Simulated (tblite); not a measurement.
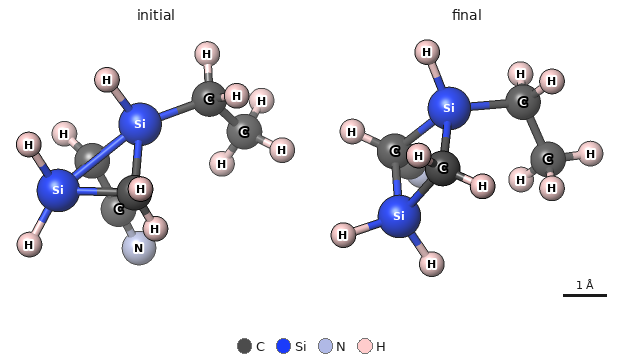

The structure of C5H11NSi2 before (left) and after (right) a relaxation, at one scale.

A ball-and-stick model, seen from a free direction.

Computed with tblite 0.8.0, GFN2-xTB geometry optimisation, gas phase. 

What changed between the two?

Answer. The energy falls by 29.9 kcal/mol in 138 geometry steps. The atom that moves furthest after the best rigid fit is an H atom (2.27 Å). By element the largest moves are H 2.27 Å, N 2.14 Å, C 1.29 Å, Si 0.95 Å. Near-neighbour distances that change, for instance: Si–Si 2.486 → 2.785 Å, C–Si 1.781 → 1.898 Å, C–Si 1.847 → 1.945 Å, C–C 1.475 → 1.410 Å. Among the angles between lasting bonds that change: H–C–H 117.5° → 106.3°, Si–C–Si 82.5° → 93.0°, C–Si–C 123.2° → 114.2°. Groups turn about C–Si by about 55°, C–Si by about 55°, C–Si by about 55°. The run took 5.1 s on 1 thread of Intel(R) Xeon(R) Processor @ 2.50GHz, with other jobs on the host.
